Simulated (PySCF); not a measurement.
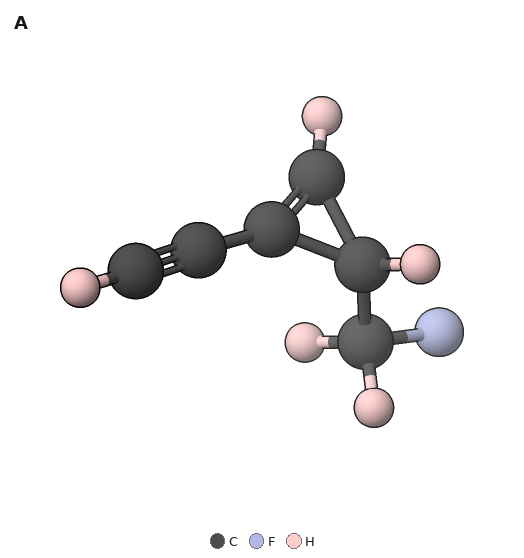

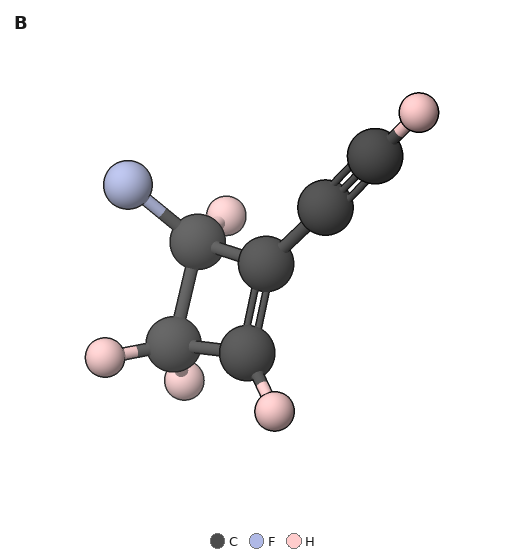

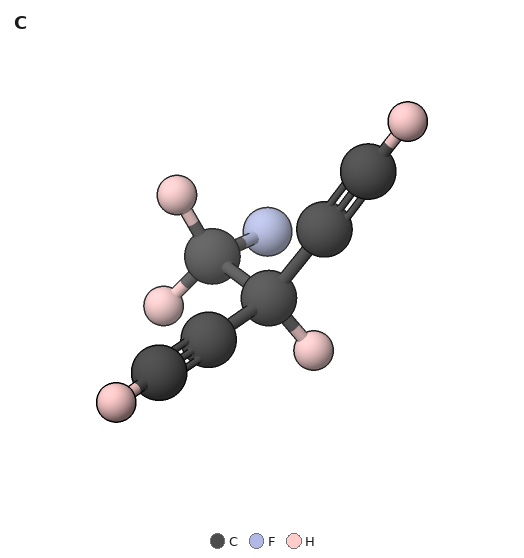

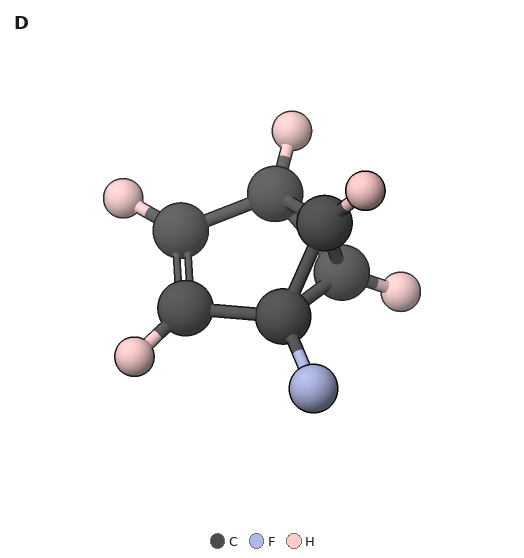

4 stationary structures of one formula. Geometries: GFN2-xTB. Electronic energies: PBE0/pcSseg-1 (PySCF 2.14.0), without zero-point energy. No frequency run is at hand to confirm each as a minimum. Each is one conformer, not always the lowest.

Which structure is the most stable?

D is lowest; B lies 5.5 kcal/mol above it, C lies 27.2 kcal/mol above it, A lies 30.8 kcal/mol above it. A is `C#CC1=C[C@@H]1CF`, B is `C#CC1=CC[C@H]1F`, C is `C#CC(C#C)CF`, D is `F[C@@]12C=C[C@H]3[C@@H]1[C@H]32`.
